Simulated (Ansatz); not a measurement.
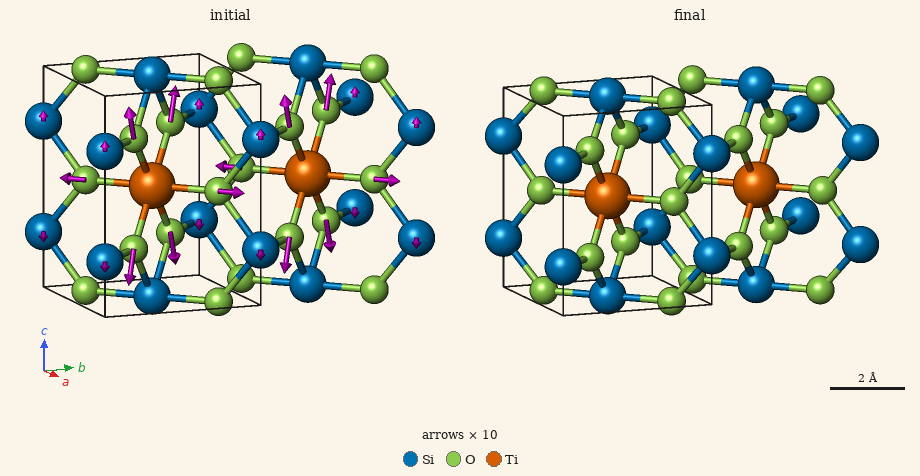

The structure of solid TiSi3O8 (built on the rutile host type) before (left) and after (right) a relaxation, at one scale. The purple arrows give the displacements (the part carried along by the change of the cell is left out), 10 times their true length.

A ball-and-stick model of the cell of the calculation, repeated 1 × 2 × 1 with one cell outlined, seen slightly off an axis.

Method: DFT, PBE, plane waves, PAW in Ansatz.

The input:
```yaml
crystal:
  lattice:
    - [3.22451119, -3.22451119, 0.0]
    - [3.22451119, 3.22451119, 0.0]
    - [0.0, 0.0, 6.13944615]
  atoms:
    - { symbol: Si, position: [0.5, 0.5, 0.0] }
    - { symbol: Si, position: [0.0, 0.0, 0.75] }
    - { symbol: O, position: [0.1940277, 0.1940277, 0.0] }
    - { symbol: O, position: [0.8059723, 0.8059723, 0.0] }
    - { symbol: O, position: [0.6940277, 0.3059723, 0.75] }
    - { symbol: O, position: [0.3059723, 0.6940277, 0.75] }
    - { symbol: Ti, position: [0.5, 0.5, 0.5] }
    - { symbol: Si, position: [0.0, 0.0, 0.25] }
    - { symbol: O, position: [0.1940277, 0.1940277, 0.5] }
    - { symbol: O, position: [0.8059723, 0.8059723, 0.5] }
    - { symbol: O, position: [0.6940277, 0.3059723, 0.25] }
    - { symbol: O, position: [0.3059723, 0.6940277, 0.25] }
kpoints:
  mp_grid: { grid: [6, 6, 4] }
hamiltonian:
  xc: pbe
scf:
  occupations: { method: fermi_dirac, width: 0.02 }
relax:
  f_tol: 0.005
  cell: {}
```

Describe what moved and what it gained.

Answer. The largest moves relative to the cell, 0.10 Å, are those of O5, O6, O11 and O12. O11 goes along [1 −1 −3]. By element the largest moves are O 0.10 Å, Si 0.03 Å. Ti stays in place. The drawn cell changes as follows: a = b 4.560 → 4.338 Å (−4.9 %), c 6.139 → 5.543 Å (−9.7 %), γ 90.0° → 89.0°; the volume changes by −18.3 %. Some distances before and after: Si2–Si8 3.070 → 2.710 Å, Si1–O11 1.980 → 1.773 Å, O3–Si8 1.980 → 1.808 Å, Si2–O5 1.973 → 1.827 Å. Among the angles between lasting bonds that change: O5–Si1–O11 101.6° → 93.3°, O5–Si1–O6 78.4° → 86.7°, Si1–O12–Si8 129.2° → 135.4°. The space group stays Cmmm (No. 65). After 8 accepted moves (10 points after the start) the energy has fallen by 341 meV per atom. Largest force component: 2.6 eV/Å at the start, 0.0017 eV/Å at the end. The pressure goes from −34.45 to −0.03 GPa. The SCF was repeated twice at an unchanged geometry on a basis and grid sized afresh for the cell, which shifted the energy by 3.5 meV per atom at most.
